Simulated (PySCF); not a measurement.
**RPA/STO-3G run of BH4Si (SMILES B[SiH2])**

Aim: the vertical doublet–quartet gap of BH4Si at RPA/STO-3G, from 2 runs. Input form: a Python script.

The results are computed with PySCF 2.14.0.

## (1) The molecule

BH4Si: 6 atoms, total charge 0, spin state doublet. SMILES: `B[SiH2]`. The shape comes from GFN2-xTB, which is rough for such elements, and wasn't checked as a minimum.

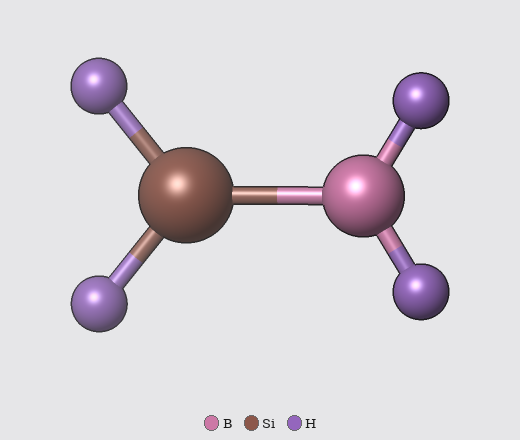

The structure, seen from a chosen angle (boron pink, silicon brown, hydrogen purple).

## (2) The energy at RPA/STO-3G

Input file input.py:

```python
# B[SiH2]
from pyscf import gto
from pyscf.gw.urpa import URPA

molecule = gto.M(
    atom='''
B   -0.003690  -1.037180   0.114670
Si   0.004430   0.829590  -0.091960
H   -0.730970  -1.564260   0.876300
H    0.717450  -1.725110  -0.512520
H    0.828120   1.658960  -0.988060
H   -0.815330   1.838000   0.601560
''',
    spin=1,
    basis='sto-3g',
    verbose=4,
    charge=0,
    max_memory=1860,
)

mf = molecule.UHF()
mf.conv_tol = 1e-10
mf.kernel()
if not mf.converged:
    mf = mf.newton().run(mf.mo_coeff, mf.mo_occ)

rpa = URPA(mf, frozen=6)
rpa.kernel()
e_exx = mf.e_tot
e_final = e_exx + rpa.e_corr
print('Final energy', e_final)
```

Command:

```console
$ OMP_NUM_THREADS=1 python input.py
```

Log:

```text
PySCF version 2.14.0

[INPUT] num. atoms = 6
[INPUT] num. electrons = 23
[INPUT] charge = 0
[INPUT] spin (= nelec alpha-beta = 2S) = 1
[INPUT] symmetry False subgroup None
[INPUT] Mole.unit = angstrom
[INPUT] Symbol           X                Y                Z      unit          X                Y                Z       unit  Magmom
[INPUT]  1 B     -0.003690000000  -1.037180000000   0.114670000000 AA   -0.006973089400  -1.959986141876   0.216694894704 Bohr   0.0
[INPUT]  2 Si     0.004430000000   0.829590000000  -0.091960000000 AA    0.008371486732   1.567697895678  -0.173779214415 Bohr   0.0
[INPUT]  3 H     -0.730970000000  -1.564260000000   0.876300000000 AA   -1.381333105273  -2.956022987612   1.655967002956 Bohr   0.0
[INPUT]  4 H      0.717450000000  -1.725110000000  -0.512520000000 AA    1.355784008069  -3.259985434748  -0.968522433362 Bohr   0.0
[INPUT]  5 H      0.828120000000   1.658960000000  -0.988060000000 AA    1.564919998275   3.134980051608  -1.867162794638 Bohr   0.0
[INPUT]  6 H     -0.815330000000   1.838000000000   0.601560000000 AA   -1.540750401142   3.473316616951   1.136783647493 Bohr   0.0

nuclear repulsion = 42.6065512049856
number of shells = 12
number of NR pGTOs = 54
number of NR cGTOs = 18
basis = sto-3g
ecp = {}

******** <class 'pyscf.scf.uhf.UHF'> ********
method = UHF
initial guess = minao
damping factor = 0
level_shift factor = 0
DIIS = <class 'pyscf.scf.diis.CDIIS'>
diis_start_cycle = 1
diis_space = 8
diis_damp = 0
SCF conv_tol = 1e-10
SCF conv_tol_grad = None
SCF max_cycles = 50
direct_scf = True
direct_scf_tol = 1e-13
number electrons alpha = 12  beta = 11
Set gradient conv threshold to 1e-05
init E= -311.858052891911
[... the frontier-level lines of each cycle are left out ...]

cycle= 1 E= -312.190831356754  delta_E= -0.333  |g|= 0.124  |ddm|= 1.85
cycle= 2 E= -312.208664209617  delta_E= -0.0178  |g|= 0.0397  |ddm|= 0.254
cycle= 3 E= -312.211543162301  delta_E= -0.00288  |g|= 0.0159  |ddm|= 0.113
cycle= 4 E= -312.212405875763  delta_E= -0.000863  |g|= 0.0114  |ddm|= 0.0601
cycle= 5 E= -312.213084263721  delta_E= -0.000678  |g|= 0.00289  |ddm|= 0.0967
cycle= 6 E= -312.213114544843  delta_E= -3.03e-05  |g|= 0.00129  |ddm|= 0.0183
cycle= 7 E= -312.213118621443  delta_E= -4.08e-06  |g|= 0.000374  |ddm|= 0.00582
cycle= 8 E= -312.213118930209  delta_E= -3.09e-07  |g|= 3.3e-05  |ddm|= 0.00174
cycle= 9 E= -312.213118931772  delta_E= -1.56e-09  |g|= 8.83e-06  |ddm|= 0.00012
cycle= 10 E= -312.213118931967  delta_E= -1.96e-10  |g|= 4.24e-06  |ddm|= 3.71e-05
cycle= 11 E= -312.213118932025  delta_E= -5.79e-11  |g|= 1.09e-06  |ddm|= 2.28e-05
Extra cycle  E= -312.213118932027  delta_E= -2.16e-12  |g|= 6.3e-07  |ddm|= 2.41e-06
converged SCF energy = -312.213118932027  <S^2> = 0.75924508  2S+1 = 2.0092238

******** <class 'pyscf.gw.urpa.URPA'> ********
nocc = (np.int64(6), np.int64(5)), nmo = (12, 12)
frozen orbitals 6
mem_avail = 1731.81  mem_blk = 0.00  auxlen = 166

******** <class 'pyscf.df.df.DF'> ********
auxbasis = auxmol.basis = {'Si': 'def2-svp-ri', 'H': 'def2-svp-ri', 'B': 'def2-svp-ri'}
Lowest orbital energy difference: ( 4.7164e-01,  5.5860e-01)
E(URPA) = -312.165148135325  E_corr = -0.103890489931486  E_hf = -312.061257645394
Final energy -312.3170094219587
```

Run time: 0.7 s. Hardware: 1 thread of Intel Xeon Platinum 8488C (Sapphire Rapids), shared host; peak memory 0.12 GiB.

## (3) The quartet, same level

Input file input.xyz:

```xyz
6
BH4Si
B     -0.003690    -1.037180     0.114670
Si     0.004430     0.829590    -0.091960
H     -0.730970    -1.564260     0.876300
H      0.717450    -1.725110    -0.512520
H      0.828120     1.658960    -0.988060
H     -0.815330     1.838000     0.601560
```

Input file calc.py:

```python
from pyscf import gto, scf
from pyscf.gw.urpa import URPA

mol = gto.M(
    atom='input.xyz',
    verbose=3,
    max_memory=1860,
    basis='sto-3g',
    spin=3,
)

mf = scf.UHF(mol)
mf.conv_tol = 1e-10
mf.kernel()
if not mf.converged:
    mf = mf.newton().run(mf.mo_coeff, mf.mo_occ)

rpa = URPA(mf, frozen=6)
rpa.kernel()
e_exx = mf.e_tot
etot = e_exx + rpa.e_corr
print('E(%s) = %.9f' % ('RPA', etot))
```

Command:

```console
$ OMP_NUM_THREADS=1 python calc.py
```

Log:

```text
WARN: HOMO 0.190254040512027 >= LUMO -0.288910637304119

converged SCF energy = -311.972263166242  <S^2> = 3.7638344  2S+1 = 4.0069112
E(URPA) = -311.910164760252  E_corr = -0.0896841963121076  E_hf = -311.820480563939
E(RPA) = -312.061947363
```

Wall time 0.71 s (1 thread of Intel Xeon Platinum 8488C (Sapphire Rapids), shared host); peak memory 0.12 GiB.

## (4) Summary of results

At RPA/STO-3G, 6 core orbitals frozen:

| quantity | value |
| --- | --- |
| doublet: total energy | -312.31701 Eh |
| doublet: dipole moment (Hartree–Fock density) | 0.62 D |
| doublet: HOMO energy (Hartree–Fock orbitals) (highest over α and β) | -5.76 eV |
| doublet: LUMO energy (Hartree–Fock orbitals) (lowest over α and β) | 5.15 eV |
| doublet: RPA correlation energy (valence) | -103.9 mEh |
| doublet: ⟨S²⟩ | 0.759 |
| quartet: total energy | -312.06195 Eh |
| quartet: dipole moment (Hartree–Fock density) | 2.18 D |
| quartet: HOMO energy (Hartree–Fock orbitals) (highest over α and β) | -3.56 eV |
| quartet: LUMO energy (Hartree–Fock orbitals) (lowest over α and β) | 0.14 eV |
| quartet: RPA correlation energy (valence) | -89.7 mEh |
| quartet: ⟨S²⟩ | 3.764 |
| vertical energy of the quartet above the doublet | 6.941 eV |

**Reading.** At this shape the quartet lies 6.94 eV (160 kcal/mol) above the doublet. Mulliken charges (doublet) of the mean-field density run from -0.15 on H6 to +0.44 on Si2.
